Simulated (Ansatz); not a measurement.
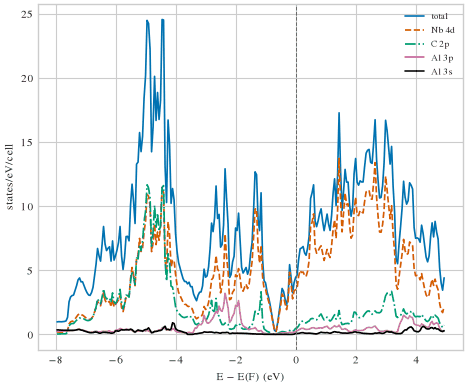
Figure. Total and projected density of states of Nb4AlC3 in space group P6_3/mmc (No. 194; Pearson symbol hP16), DFT-r²SCAN in the program Ansatz with PAW potentials

Task: Which orbitals carry the states next to the Fermi level?

Result: Within 0.5 eV of the Fermi level: Nb 4d 79 %, C 2p 11 %, Al 3p 5 %. Projections are on Löwdin-orthogonalised atomic valence shells; empty p or d shells of many metals are not among them.

Task: Where is the tallest occupied peak in this window, and what makes it?

Result: Near -4.4 eV, about 25 states/eV per cell; the largest projected share is Nb 4d.

The workflow started from a Materials Project entry (that database holds measured and hypothetical structures alike); the Crystallography Open Database copy checked does not list it. Whether it is the stable phase at ambient conditions was not checked. Symmetry was held in the r²SCAN relaxation; its stability against distortions is not shown here. The run is not spin-polarised. Spin–orbit coupling is left out wherever it is not named.

Potentials: the later of the program's two PAW sets.
